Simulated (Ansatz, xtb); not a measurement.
Breaking the B1–H2 bond in C2H5B (SMILES BC=C) (multiplicity 1 held, fragments rigid). Energies count from the point at 1.194 Å.
Geometry at that point (charge 0, multiplicity 1):
| atom | x (Å) | y (Å) | z (Å) |
|---|---|---|---|
| B | -0.1923 | 0.1348 | 1.3423 |
| H | -0.5044 | 1.2852 | 1.4115 |
| H | -0.1370 | -0.5154 | 2.3402 |
| C | 0.1272 | -0.4665 | -0.0333 |
| C | 0.0609 | 0.2767 | -1.1477 |
| H | 0.4154 | -1.5096 | -0.1414 |
| H | 0.2806 | -0.1186 | -2.1346 |
| H | -0.2211 | 1.3232 | -1.1013 |

R- and RO- levels are restricted; in cc, def2 and unpolarised 6-31G sets they are followed outwards from rest. Unrestricted levels (U-) break spin symmetry where that is lower. Active spaces are followed from a long bond inwards. Curves can end on different states.

Correlated levels freeze the cores.

Programs: Ansatz (Gaussian orbitals); xtb for the GFN methods.  The GFN methods have no spin term and hold the electronic entropy of 300 K.

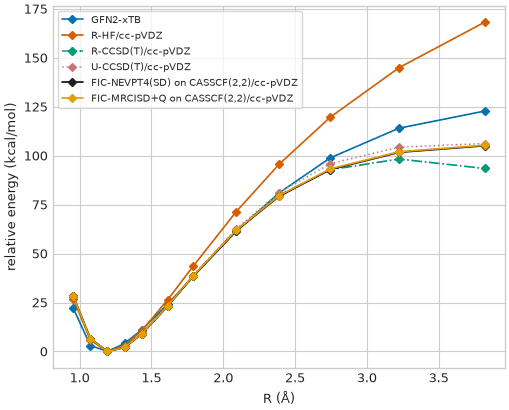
*Relative energy along the coordinate*

Question: Read off the R-HF/cc-pVDZ curve at R = 2.388.

Answer: about 96 kcal/mol

Doubts at one or more of the structures used: a restricted determinant that unrestricted orbitals would lower (R-HF/cc-pVDZ, R-CCSD(T)/cc-pVDZ); other coupled-cluster roots lie near (R-CCSD(T)/cc-pVDZ); T1 above 0.05 (R-CCSD(T)/cc-pVDZ, U-CCSD(T)/cc-pVDZ); a spin-contaminated determinant (U-CCSD(T)/cc-pVDZ).

Ansatz is a quantum-chemistry and plane-wave program.
